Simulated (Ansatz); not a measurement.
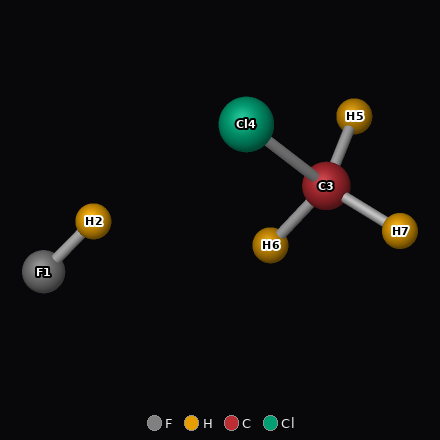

The system is the pair FH···CH₃Cl; the picture shows the reference structure. The first coordinate is: separation of Cl4 and H2 along their line in the relaxed pair; the second: sideways slip of F1, H2. Nothing is relaxed (both partners rigid). Grid: 13 × 13 points. Points are written as (first, second). Energies: kcal/mol, counted from the lowest grid point. Method: Ansatz, RKS PBE0-D4/def2-TZVPD.

Its coordinates:

```xyz
7

F    -0.3264   -0.0855   -2.4942
H    -0.6998   -0.4271   -1.7103
C     0.3239    0.1916    0.8834
Cl   -1.0462   -0.8362    0.3896
H    -0.0627    0.9842    1.5183
H     0.7804    0.6027   -0.0134
H     1.0308   -0.4295    1.4267
```

Range: separation of Cl4 and H2 along their line in the relaxed pair from 1.820 to 3.820 Å; sideways slip of F1, H2 from −3.0 to 3.0 Å.

Question: Predict the map.

Answer: The lowest grid point is at (2.108 Å, 0.0 Å). No other kind of well shows on this grid. The highest grid point, (1.820 Å, −2.0 Å), lies 33.6 kcal/mol above the lowest. Round the minimum the two coordinates are weakly coupled (coupling −0.14 in units of the two stiffnesses).

| second ↓, first → | 1.820 | 1.882 | 1.983 | 2.108 | 2.250 | 2.408 | 2.578 | 2.761 | 2.954 | 3.157 | 3.370 | 3.591 | 3.820 |
| --- | --- | --- | --- | --- | --- | --- | --- | --- | --- | --- | --- | --- | --- |
| 3.0 | 4.9 | 4.8 | 4.8 | 4.8 | 4.8 | 4.8 | 4.8 | 4.8 | 4.8 | 4.8 | 4.8 | 4.9 | 4.9 |
| 2.5 | 4.7 | 4.7 | 4.6 | 4.5 | 4.5 | 4.5 | 4.5 | 4.5 | 4.5 | 4.6 | 4.6 | 4.7 | 4.7 |
| 2.0 | 4.8 | 4.6 | 4.3 | 4.1 | 4.0 | 4.0 | 4.0 | 4.1 | 4.1 | 4.2 | 4.4 | 4.5 | 4.6 |
| 1.5 | 5.0 | 4.5 | 3.9 | 3.5 | 3.3 | 3.2 | 3.3 | 3.4 | 3.6 | 3.8 | 4.0 | 4.2 | 4.4 |
| 1.0 | 5.0 | 4.1 | 3.1 | 2.4 | 2.1 | 2.1 | 2.3 | 2.6 | 3.0 | 3.3 | 3.7 | 4.0 | 4.2 |
| 0.5 | 4.2 | 3.0 | 1.7 | 0.9 | 0.7 | 0.9 | 1.4 | 1.9 | 2.5 | 3.0 | 3.4 | 3.8 | 4.1 |
| 0.0 | 2.9 | 1.7 | 0.6 | 0.0 | 0.0 | 0.5 | 1.1 | 1.8 | 2.4 | 3.0 | 3.5 | 3.9 | 4.2 |
| −0.5 | 3.8 | 2.7 | 1.7 | 1.1 | 1.1 | 1.4 | 1.9 | 2.5 | 3.0 | 3.4 | 3.8 | 4.1 | 4.4 |
| −1.0 | 9.3 | 7.8 | 6.1 | 4.8 | 4.0 | 3.7 | 3.7 | 3.8 | 4.0 | 4.2 | 4.4 | 4.6 | 4.8 |
| −1.5 | 20.5 | 17.3 | 13.4 | 10.1 | 7.9 | 6.5 | 5.7 | 5.3 | 5.2 | 5.1 | 5.1 | 5.1 | 5.1 |
| −2.0 | 33.6 | 27.3 | 20.1 | 14.5 | 10.8 | 8.5 | 7.2 | 6.4 | 6.0 | 5.8 | 5.6 | 5.5 | 5.5 |
| −2.5 | 27.3 | 22.8 | 17.4 | 13.2 | 10.4 | 8.6 | 7.4 | 6.8 | 6.4 | 6.1 | 5.9 | 5.8 | 5.7 |
| −3.0 | 13.3 | 12.1 | 10.6 | 9.2 | 8.2 | 7.4 | 6.9 | 6.6 | 6.3 | 6.2 | 6.0 | 5.9 | 5.8 |

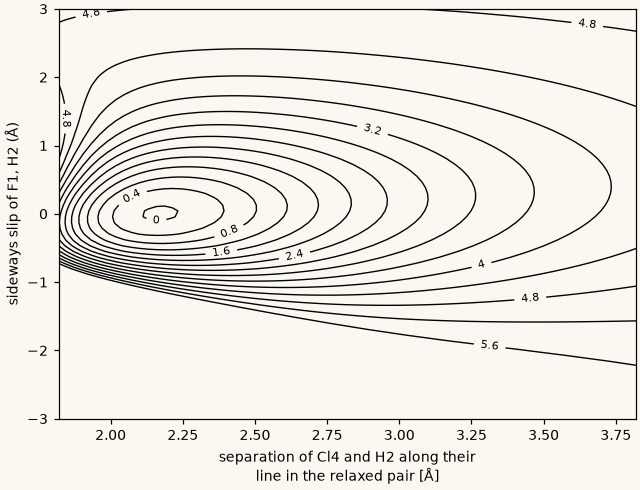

In the figure: contour lines labelled in kcal/mol (none above 5.6). Between grid points the surface is interpolated.

Each point was launched as `ansatz run input.yaml --threads 1 --pin off --max-ram 2560MiB --backend cpu --events-out ev --progress --plain --runs-dir out`. Time for the 169 points that were run: 8.6 min on 1 thread of Intel(R) Xeon(R) 6975P-C (Granite Rapids) (shared host).
